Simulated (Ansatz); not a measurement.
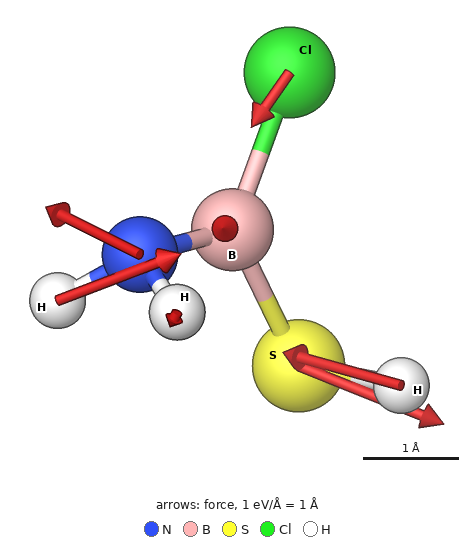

Starting geometry of BNH3SCl (coarse preliminary run) with the computed forces as red arrows. The picture is a ball-and-stick view, seen at a tilt.

The start comes from a force field.

Level of theory: Ansatz, RKS PBE-D4/def2-SVP.

Input
```yaml
crystal:
  periodic: [false, false, false]
  atoms:
    - {symbol: N, position_ang: [-0.549900, 1.040800, -0.245700]}
    - {symbol: B, position_ang: [-0.374300, -0.414400, -0.122500]}
    - {symbol: S, position_ang: [0.831100, -1.071400, 1.123500]}
    - {symbol: Cl, position_ang: [-1.225500, -1.572100, -1.202200]}
    - {symbol: H, position_ang: [0.330000, 1.511500, -0.488300]}
    - {symbol: H, position_ang: [-0.894800, 1.453100, 0.679100]}
    - {symbol: H, position_ang: [1.944500, -1.015500, 0.210400]}
basis:
  gaussian: {orbitals: def2-SVP}
hamiltonian: {xc: pbe, dispersion: d4}
relax: {f_tol: 0.03, max_steps: 200}
```

Launched with:
```bash
ansatz run in.yaml --threads 2 --pin off --events-out ev --progress --plain --max-ram 20480MiB --backend cpu
```

Is this structure relaxed? If not, where do the atoms go?

Answer. It isn't relaxed: the largest force vector, on S3, is 1.68 eV/Å. The final displacements follow the starting forces only in part (cosine between the two patterns 0.38). Over 14 geometry steps the energy falls by 36.1 kcal/mol. The largest force component goes from 1.5 to 0.017 eV/Å. H5 moves most after the best rigid fit: 1.36 Å. By element the largest moves are H 1.36 Å, S 0.75 Å, Cl 0.31 Å, N 0.30 Å, B 0.21 Å. Near-neighbour distances that change, for instance: S3–H7 1.441 → 1.363 Å, N1–B2 1.471 → 1.404 Å, N1–H6 1.070 → 1.019 Å, B2–S3 1.854 → 1.826 Å. Bond angles that change, for instance: B2–N1–H6 110.3° → 124.1°, B2–N1–H5 111.8° → 121.6°, H5–N1–H6 107.7° → 114.4°. Groups turn about B2–S3 by about 90°. The run took of the order of 26 core-seconds on a shared host.
